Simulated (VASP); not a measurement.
Band structure of Cs (bcc). Method: PBE GGA with spin-orbit coupling, VASP's PBE PAW potentials (set 64) (plane waves; VASP 6.6.1).

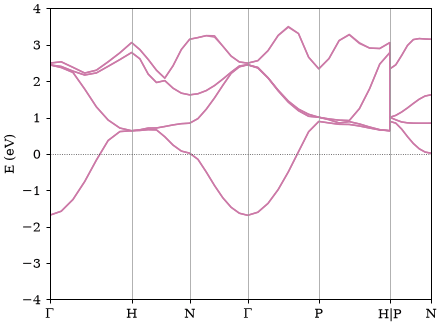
Figure. Bands along high-symmetry lines, zero at the valence-band maximum or, without a gap, the Fermi level

Read the plot: is there a gap, and where are the band edges?

It has no gap at this level: it comes out as a metal or semimetal.

The compound is Cs in the bcc structure. It was relaxed first.
